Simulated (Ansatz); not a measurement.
# AlH3S (SMILES [AlH2][SH]): the vertical energy of the triplet above the singlet, rung by rung

The species is AlH3S (5 atoms), meant as a singlet with charge 0. As SMILES, `[AlH2][SH]`. The shape is that of a PBE0-D4/def2-TZVP optimisation.

Each level gives the vertical energy of the triplet above the singlet (eV). The values are calculated.

| level | kind | program | value (eV) | CPU time (all runs) |
| --- | --- | --- | --- | --- |
| SVWN5/def2-TZVP | LDA | Ansatz | 4.64 | 15 s |
| revPBE/def2-TZVP | GGA | Ansatz | 4.61 | 29 s |
| B3LYP/def2-TZVP | global hybrid | Ansatz | 4.99 | 39 s |
| PBE0/def2-TZVP | global hybrid | Ansatz | 4.92 | 39 s |
| wB97X/def2-TZVP | range-separated hybrid | Ansatz | 5.25 | 100 s |
| PBE-QIDH/def2-TZVP | double hybrid | Ansatz | 5.10 | 30 s |
| RPA@PBE/def2-TZVP | RPA | Ansatz | 4.45 | 43 s |
| MP2/def2-TZVP | perturbation theory | Ansatz | 5.30 | 9.8 s |
| CCSD/def2-TZVP | coupled cluster or CI | Ansatz | 5.09 | 42 s |
| FCI/STO-3G | exact in the basis | Ansatz | 6.85 | 3.3 s |

The values span 4.45 to 6.85 eV. A triplet this far above the singlet is often a Rydberg-like or dissociative state; sets without diffuse functions put Rydberg states too high. High-level rows in very small sets aren't better than simpler rows in larger ones. CPU times are rough (shared hosts, several kinds of processor): they show what a rung costs within a factor of a few.

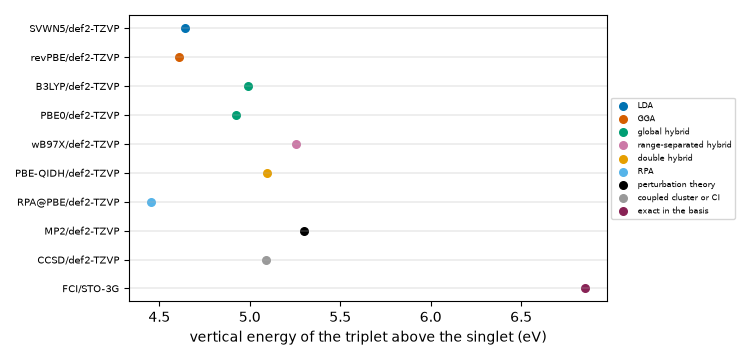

The values of the table, level by level.
